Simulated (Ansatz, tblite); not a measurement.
# The cluster Ge₄H₂O₉: rung by rung

Aim: run the singlet of the cluster Ge₄H₂O₉ at one geometry on many levels, and compare frontier levels, spin and run time.

Method: as each input shows; program: Ansatz 0.2.0, Gaussian basis.

Plan: GFN1-xTB, GFN2-xTB, PBE-D4/def2-TZVP, r2SCAN-D4/def2-TZVP, PBE-D4/def2-SVP, PBE0-D4/def2-SVP, HF/STO-3G, HF/6-31G, B3LYP-D4/6-31G, MP2/def2-SVP.

5 further runs of the same task are left out: 3 that didn't finish, 2 set aside as unsound or not needed.

## 1. The structure

The singlet was relaxed beforehand with PBE-D4/def2-SVP. At that level it is the lowest of the isomers that a small search found.

15 atoms, charge 0, spin multiplicity 1.

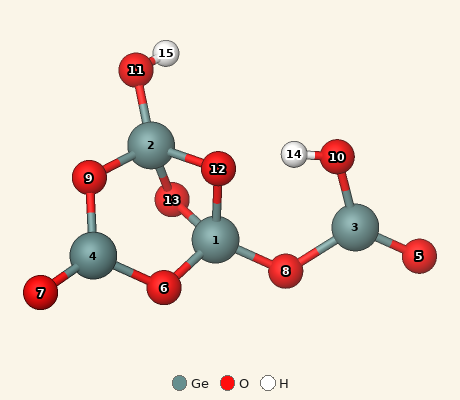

The structure; germanium teal, oxygen red, hydrogen white; atoms are numbered from 1 in the order of the file.

PBE0-D4/def2-TZVP was run before; its log isn't repeated, and its numbers join the tables.

## 2. GFN1-xTB

Tight binding, by tblite at 300 K electronic temperature and without a spin-polarisation term:

```python
tblite.interface.Calculator('GFN1-xTB', numbers, positions, charge=0, uhf=0).singlepoint()
```

Energy -1362.0607 eV, HOMO -13.65 eV, LUMO -7.88 eV; 0.047 s.

## 3. GFN2-xTB

Tight binding, by tblite at 300 K electronic temperature and without a spin-polarisation term:

```python
tblite.interface.Calculator('GFN2-xTB', numbers, positions, charge=0, uhf=0).singlepoint()
```

Energy -1239.7279 eV, HOMO -13.90 eV, LUMO -10.17 eV; 0.043 s.

## 4. PBE-D4/def2-TZVP

start.molden holds the orbitals of an earlier run on this state, given as this run's starting guess.

in.yaml reads:

```yaml
crystal:
  periodic: [false, false, false]
  atoms:
    - {symbol: Ge, position_ang: [-0.796763, -0.147602, 0.565805]}
    - {symbol: Ge, position_ang: [1.152796, -1.035949, -0.801296]}
    - {symbol: Ge, position_ang: [-0.465369, 2.533341, 2.154072]}
    - {symbol: Ge, position_ang: [-1.624092, -1.985005, -1.758473]}
    - {symbol: O, position_ang: [-0.884942, 3.456151, 3.445639]}
    - {symbol: O, position_ang: [-2.101977, -0.959631, -0.348413]}
    - {symbol: O, position_ang: [-2.677712, -2.805901, -2.713135]}
    - {symbol: O, position_ang: [-1.332462, 0.954807, 1.810948]}
    - {symbol: O, position_ang: [0.165697, -1.970282, -1.965513]}
    - {symbol: O, position_ang: [0.767413, 2.743965, 0.920651]}
    - {symbol: O, position_ang: [2.849071, -1.205884, -1.189935]}
    - {symbol: O, position_ang: [0.328057, 0.613201, -0.699931]}
    - {symbol: O, position_ang: [0.491623, -1.408233, 0.865624]}
    - {symbol: H, position_ang: [0.711612, 2.043985, 0.202873]}
    - {symbol: H, position_ang: [3.417058, -0.826944, -0.488917]}
basis:
  gaussian: {orbitals: def2-TZVP, initial_orbitals: start.molden}
hamiltonian: {xc: pbe, dispersion: d4}
scf: {omitted_lower_state_checks: [starts]}
output: {orbitals: {seedname: orbitals}}
```

Started as:

```sh
> ansatz run in.yaml --threads 4 --pin off --events-out ev --progress --plain --max-ram 6963MiB
```

The log of the run:

```text
Functional definition: PBE
  name "PBE"
  cite "Perdew, Burke & Ernzerhof, Phys. Rev. Lett. 77, 3865 (1996) doi:10.1103/PhysRevLett.77.3865"
  parent pbe
  parameter kappa = 0.804
  parameter beta = 0.06672455060314922
  exchange = pbe_x(kappa = kappa, mu = beta*pi^2/3)
  correlation = pbe_c(beta = beta)
these checks for a lower state are left out or cut short: starts
2879 factors; their error is unknown
mean field evaluation 1: about -244489.9529 eV, gradient 2.2e1 eV
mean field evaluation 2: about -244490.5063 eV, gradient 6.1e-1 eV
mean field evaluation 4: about -244490.4612 eV, gradient 2.8e-1 eV
mean field evaluation 8: about -244490.4613 eV, gradient 2.7e-5 eV
mean field -244490.46131475 eV, -8984.8587317304 hartree, gradient 2.7e-5 eV, S^2 0.000000; 0 other end points of the search recorded, 0 dependent functions left out
reference -244490.46136428 eV, -8984.8587335505 hartree; 101, 101 occupied and 382, 382 virtual orbitals, 2879 factors
Total energy: -244491.16034910 eV, -8984.8844207689 hartree
Checks for a lower state left out: starts
```

Wall time 23 s (4 threads of Intel Xeon at 2.50GHz, shared host); peak memory 1.6 GiB.

From the report: HOMO -7.19 eV, LUMO -4.31 eV.

## 5. r2SCAN-D4/def2-TZVP

Changes to in.yaml since step 4:

```diff
@@ -20,4 +20,4 @@
   gaussian: {orbitals: def2-TZVP, initial_orbitals: start.molden}
-hamiltonian: {xc: pbe, dispersion: d4}
+hamiltonian: {xc: r2scan, dispersion: d4}
 scf: {omitted_lower_state_checks: [starts]}
-output: {orbitals: {seedname: orbitals}}
+output: {forces: true, orbitals: {seedname: orbitals}}
```

Same command.

The log of the run (excerpt; [...] marks lines left out):

```text
Functional definition: r2SCAN
  name "r2SCAN"
  cite "Furness, Kaplan, Ning, Perdew & Sun, J. Phys. Chem. Lett. 11, 8208 (2020) doi:10.1021/acs.jpclett.0c02405"
  cite "Furness, Kaplan, Ning, Perdew & Sun, J. Phys. Chem. Lett. 11, 9248 (2020) doi:10.1021/acs.jpclett.0c03077"
  parent r2scan
[...]
2879 factors; their error is unknown
[...]
mean field -244533.66487166 eV, -8986.4464331623 hartree, gradient 1.2e-5 eV, S^2 0.000000; 0 other end points of the search recorded, 0 dependent functions left out
[...]
reference -244533.66488513 eV, -8986.4464336572 hartree; 101, 101 occupied and 382, 382 virtual orbitals, 2879 factors
Total energy: -244533.84281138 eV, -8986.4529723263 hartree
Atom 0 at    -0.796763    -0.147602     0.565805 Å, force     0.249994    -0.089931    -0.235643 eV/Å
Atom 1 at     1.152796    -1.035949    -0.801296 Å, force    -0.339967     0.036483     0.098153 eV/Å
[...]
Atom 6 at    -2.677712    -2.805901    -2.713135 Å, force     0.470368     0.373256     0.427414 eV/Å
Atom 7 at    -1.332462     0.954807     1.810948 Å, force     0.536383     0.181117    -0.350506 eV/Å
Atom 8 at     0.165697    -1.970282    -1.965513 Å, force    -0.340772     0.327807     0.492905 eV/Å
Atom 9 at     0.767413     2.743965     0.920651 Å, force    -0.473704    -0.438919     0.039378 eV/Å
Atom 10 at     2.849071    -1.205884    -1.189935 Å, force    -0.313274     0.279097     0.546881 eV/Å
Atom 11 at     0.328057     0.613201    -0.699931 Å, force    -0.104015    -0.789573     0.279240 eV/Å
Atom 12 at     0.491623    -1.408233     0.865624 Å, force    -0.231206     0.507189    -0.633534 eV/Å
Atom 13 at     0.711612     2.043985     0.202873 Å, force     0.040277     0.434339     0.460458 eV/Å
Atom 14 at     3.417058    -0.826944    -0.488917 Å, force    -0.303805    -0.206901    -0.397821 eV/Å
Dipole moment:     0.926269    -0.130066    -0.065196 e Å
Checks for a lower state left out: starts
```

It took 49 s on 4 threads of Intel Xeon at 2.50GHz, shared host; peak memory 1.6 GiB.

From the report: HOMO -7.54 eV, LUMO -4.13 eV.

## 6. PBE-D4/def2-SVP

Changes to in.yaml since step 5:

```diff
@@ -19,5 +19,5 @@
 basis:
-  gaussian: {orbitals: def2-TZVP, initial_orbitals: start.molden}
-hamiltonian: {xc: r2scan, dispersion: d4}
+  gaussian: {orbitals: def2-SVP, initial_orbitals: start.molden}
+hamiltonian: {xc: pbe, dispersion: d4}
 scf: {omitted_lower_state_checks: [starts]}
-output: {forces: true, orbitals: {seedname: orbitals}}
+output: {orbitals: {seedname: orbitals}}
```

The command is unchanged.

The log of the run:

```text
Functional definition: PBE
  name "PBE"
  cite "Perdew, Burke & Ernzerhof, Phys. Rev. Lett. 77, 3865 (1996) doi:10.1103/PhysRevLett.77.3865"
  parent pbe
  parameter kappa = 0.804
  parameter beta = 0.06672455060314922
  exchange = pbe_x(kappa = kappa, mu = beta*pi^2/3)
  correlation = pbe_c(beta = beta)
these checks for a lower state are left out or cut short: starts
2807 factors; their error is unknown
mean field evaluation 1: about -244437.6049 eV, gradient 2.3e1 eV
mean field evaluation 2: about -244438.8257 eV, gradient 8.8e-1 eV
mean field evaluation 4: about -244438.6536 eV, gradient 1.0e-1 eV
mean field -244438.65356858 eV, -8982.9548321750 hartree, gradient 3.0e-5 eV, S^2 0.000000; 0 other end points of the search recorded, 0 dependent functions left out
reference -244438.65361793 eV, -8982.9548339885 hartree; 101, 101 occupied and 163, 163 virtual orbitals, 2807 factors
Total energy: -244439.35260275 eV, -8982.9805212069 hartree
Checks for a lower state left out: starts
```

Wall time 8.5 s (4 threads of Intel Xeon at 2.50GHz, shared host); peak memory 0.61 GiB.

Report: HOMO -6.98 eV, LUMO -4.15 eV.

## 7. PBE0-D4/def2-SVP

Changes to in.yaml since step 6:

```diff
@@ -20,3 +20,3 @@
   gaussian: {orbitals: def2-SVP, initial_orbitals: start.molden}
-hamiltonian: {xc: pbe, dispersion: d4}
+hamiltonian: {xc: pbe0, dispersion: d4}
 scf: {omitted_lower_state_checks: [starts]}
```

The command is unchanged.

The log of the run:

```text
Functional definition: PBE0
  name "PBE0"
  cite "Adamo & Barone, J. Chem. Phys. 110, 6158 (1999) doi:10.1063/1.478522"
  cite "Perdew, Burke & Ernzerhof, Phys. Rev. Lett. 77, 3865 (1996) doi:10.1103/PhysRevLett.77.3865"
  parent pbe
  parameter a = 0.25
  parameter kappa = 0.804
  parameter beta = 0.06672455060314922
  exchange = (1 - a)*pbe_x(kappa = kappa, mu = beta*pi^2/3) + a*exact_x
  correlation = pbe_c(beta = beta)
these checks for a lower state are left out or cut short: starts
2505 factors; integrals over basis functions are off by at most 1.1e-3 eV
mean field evaluation 1: about -244441.9997 eV, gradient 1.9e1 eV
mean field evaluation 2: about -244442.6576 eV, gradient 4.5e-1 eV
mean field evaluation 4: about -244442.7986 eV, gradient 1.2e-3 eV
mean field -244442.79860012 eV, -8983.1071592746 hartree, gradient 2.0e-5 eV, S^2 0.000000; 0 other end points of the search recorded, 0 dependent functions left out
reference -244442.79863660 eV, -8983.1071606152 hartree; 101, 101 occupied and 163, 163 virtual orbitals, 2505 factors
Total energy: -244443.40490794 eV, -8983.1294406759 hartree
Checks for a lower state left out: starts
```

Run time: 22 s. Hardware: 4 threads of Intel Xeon at 2.50GHz, shared host; peak memory 1.2 GiB.

Report: HOMO -8.64 eV, LUMO -3.33 eV.

## 8. HF/STO-3G

Changes to in.yaml since step 7:

```diff
@@ -19,4 +19,4 @@
 basis:
-  gaussian: {orbitals: def2-SVP, initial_orbitals: start.molden}
-hamiltonian: {xc: pbe0, dispersion: d4}
+  gaussian: {orbitals: STO-3G}
+hamiltonian: {xc: hf}
 scf: {omitted_lower_state_checks: [starts]}
```

The command is unchanged.

The log of the run:

```text
Functional definition: HF
  name "HF"
  cite "Fock, Z. Phys. 61, 126 (1930) doi:10.1007/BF01340294"
  parent pbe
  exchange = exact_x
  correlation = 0
these checks for a lower state are left out or cut short: starts
1462 factors; integrals over basis functions are off by at most 3.4e-5 eV
mean field evaluation 1: about -241424.5138 eV, gradient 6.3e1 eV
mean field evaluation 2: about -241424.8309 eV, gradient 6.3e1 eV
mean field evaluation 4: about -241441.7026 eV, gradient 1.1e1 eV
mean field evaluation 8: about -241442.2333 eV, gradient 1.4e-1 eV
mean field -241442.21732004 eV, -8872.8378310988 hartree, gradient 2.3e-5 eV, S^2 0.000000; 0 other end points of the search recorded, 0 dependent functions left out
reference -241442.21732004 eV, -8872.8378310988 hartree; 101, 101 occupied and 18, 18 virtual orbitals, 1462 factors
Total energy: -241442.21732004 eV, -8872.8378310988 hartree
Checks for a lower state left out: starts
```

It took 5 s on 4 threads of Intel Xeon at 2.50GHz, shared host; peak memory 0.56 GiB.

HOMO -7.36 eV, LUMO 6.03 eV.

## 9. HF/6-31G

Changes to in.yaml since step 8:

```diff
@@ -19,3 +19,3 @@
 basis:
-  gaussian: {orbitals: STO-3G}
+  gaussian: {orbitals: 6-31G}
 hamiltonian: {xc: hf}
```

Same command.

The log of the run:

```text
Functional definition: HF
  name "HF"
  cite "Fock, Z. Phys. 61, 126 (1930) doi:10.1007/BF01340294"
  parent pbe
  exchange = exact_x
  correlation = 0
these checks for a lower state are left out or cut short: starts
1768 factors; integrals over basis functions are off by at most 2.7e-4 eV
mean field evaluation 1: about -244203.1112 eV, gradient 9.1e1 eV
mean field evaluation 2: about -244203.4262 eV, gradient 9.2e1 eV
mean field evaluation 4: about -244220.1086 eV, gradient 1.3e1 eV
mean field evaluation 8: about -244220.5127 eV, gradient 8.3e-1 eV
mean field evaluation 16: about -244220.5168 eV, gradient 2.7e-5 eV
mean field -244220.51678034 eV, -8974.9384530658 hartree, gradient 2.7e-5 eV, S^2 0.000000; 0 other end points of the search recorded, 0 dependent functions left out
reference -244220.51678034 eV, -8974.9384530658 hartree; 101, 101 occupied and 100, 100 virtual orbitals, 1768 factors
Total energy: -244220.51678034 eV, -8974.9384530658 hartree
Checks for a lower state left out: starts
```

Wall time 11 s (4 threads of Intel Xeon at 2.50GHz, shared host); peak memory 0.85 GiB.

HOMO -12.98 eV, LUMO -0.72 eV.

## 10. B3LYP-D4/6-31G

Changes to in.yaml since step 9:

```diff
@@ -20,3 +20,3 @@
   gaussian: {orbitals: 6-31G}
-hamiltonian: {xc: hf}
+hamiltonian: {xc: {name: B3LYP}, dispersion: d4}
 scf: {omitted_lower_state_checks: [starts]}
```

Launched as before.

The log of the run (excerpt; [...] marks lines left out):

```text
Functional definition: B3LYP
  name "B3LYP"
  cite "Stephens, Devlin, Chabalowski & Frisch, J. Phys. Chem. 98, 11623 (1994) doi:10.1021/j100096a001"
  cite "Becke, Phys. Rev. A 38, 3098 (1988) doi:10.1103/PhysRevA.38.3098"
  cite "Lee, Yang & Parr, Phys. Rev. B 37, 785 (1988) doi:10.1103/PhysRevB.37.785"
  cite "Vosko, Wilk & Nusair, Can. J. Phys. 58, 1200 (1980) doi:10.1139/p80-159"
[...]
1768 factors; integrals over basis functions are off by at most 2.7e-4 eV
[...]
mean field -244494.21358962 eV, -8984.9966252882 hartree, gradient 2.5e-5 eV, S^2 0.000000; 0 other end points of the search recorded, 0 dependent functions left out
reference -244494.21397447 eV, -8984.9966394314 hartree; 101, 101 occupied and 100, 100 virtual orbitals, 1768 factors
Total energy: -244495.34512541 eV, -8985.0382084616 hartree
Checks for a lower state left out: starts
```

Run time: 17 s. Hardware: 4 threads of Intel Xeon at 2.50GHz, shared host; peak memory 0.92 GiB.

Report: HOMO -8.73 eV, LUMO -4.37 eV.

## 11. MP2/def2-SVP

Changes to in.yaml since step 10:

```diff
@@ -19,4 +19,4 @@
 basis:
-  gaussian: {orbitals: 6-31G}
-hamiltonian: {xc: {name: B3LYP}, dispersion: d4}
+  gaussian: {orbitals: def2-SVP, initial_orbitals: start.molden}
+correlation: {method: mp2}
 scf: {omitted_lower_state_checks: [starts]}
```

Launched as before.

The log of the run:

```text
Functional definition: HF
  name "HF"
  cite "Fock, Z. Phys. 61, 126 (1930) doi:10.1007/BF01340294"
  parent pbe
  exchange = exact_x
  correlation = 0
these checks for a lower state are left out or cut short: starts
2505 factors; integrals over basis functions are off by at most 1.1e-3 eV
mean field evaluation 1: about -244217.2242 eV, gradient 4.2e1 eV
mean field evaluation 2: about -244220.6837 eV, gradient 3.0e0 eV
mean field evaluation 4: about -244220.7557 eV, gradient 1.4e-1 eV
mean field evaluation 8: about -244220.7557 eV, gradient 1.3e-6 eV
mean field -244220.75571281 eV, -8974.9472336720 hartree, gradient 1.3e-6 eV, S^2 0.000000; 0 other end points of the search recorded, 0 dependent functions left out
45 core orbitals not correlated: weight in the atoms' cores, before any rotation towards them, 1.000 or more for the frozen orbitals, at most 0.000 for the correlated occupied ones
reference -244220.75571281 eV, -8974.9472336720 hartree; 56, 56 occupied and 163, 163 virtual orbitals, 2505 factors
second order -70.33185914 eV of doubles, -0.00000000 eV of singles
Total energy: -244291.08757195 eV, -8977.5318818227 hartree
Checks for a lower state left out: starts
```

Wall time 36 s (4 threads of Intel Xeon at 2.50GHz, shared host); peak memory 1.3 GiB.

Hartree-Fock HOMO -12.54 eV, LUMO 0.27 eV.

## 12. Comparison

```
              level  functions  HOMO (eV)  LUMO (eV)  gap (eV)   time
          HF/STO-3G        119      -7.36       6.03     13.39    5 s
           HF/6-31G        201     -12.98      -0.72     12.25   11 s
    PBE-D4/def2-SVP        264      -6.98      -4.15      2.83  8.5 s
   PBE-D4/def2-TZVP        483      -7.19      -4.31      2.88   23 s
r2SCAN-D4/def2-TZVP        483      -7.54      -4.13      3.40   49 s
     B3LYP-D4/6-31G        201      -8.73      -4.37      4.36   17 s
   PBE0-D4/def2-SVP        264      -8.64      -3.33      5.30   22 s
  PBE0-D4/def2-TZVP        483      -8.78      -3.43      5.36   76 s
```

Energy pieces by basis (eV):

```
   basis            HF  MP2 correlation               total
def2-SVP  -244220.7557         -70.3319  -244291.0876 (MP2)
```

## 13. Binding energy

Free atoms were run apart at each level; binding is atoms less cluster, divided by the number of atoms, without zero-point or spin-orbit terms.

```
              level  binding an atom (eV)
          HF/STO-3G                 2.036
           HF/6-31G                 1.746
        HF/def2-SVP                 2.241
    PBE-D4/def2-SVP                 4.330
   PBE-D4/def2-TZVP                 4.338
r2SCAN-D4/def2-TZVP                 4.195
     B3LYP-D4/6-31G                 3.710
   PBE0-D4/def2-SVP                 4.035
  PBE0-D4/def2-TZVP                 4.073
       MP2/def2-SVP                 4.032
```

## 14. Results

```
                                                 quantity                                value
gap in def2-TZVP, named functionals, smallest and largest  2.88 eV (PBE-D4), 5.36 eV (PBE0-D4)
                         correlation energy, MP2/def2-SVP                            -70.33 eV
                binding an atom, functionals in def2-TZVP   4.07 (PBE0-D4) to 4.34 eV (PBE-D4)
          PBE0 total energy, smallest basis above largest       51.87 eV (def2-SVP, def2-TZVP)
```

In words: Orbital gaps of the named functionals in def2-TZVP span 2.88 eV (PBE-D4) to 5.36 eV (PBE0-D4); exact exchange widens it.

The slowest run with a step of its own, r2SCAN-D4/def2-TZVP, took 49 s; the quickest functional in def2-TZVP took 23 s (shared host).
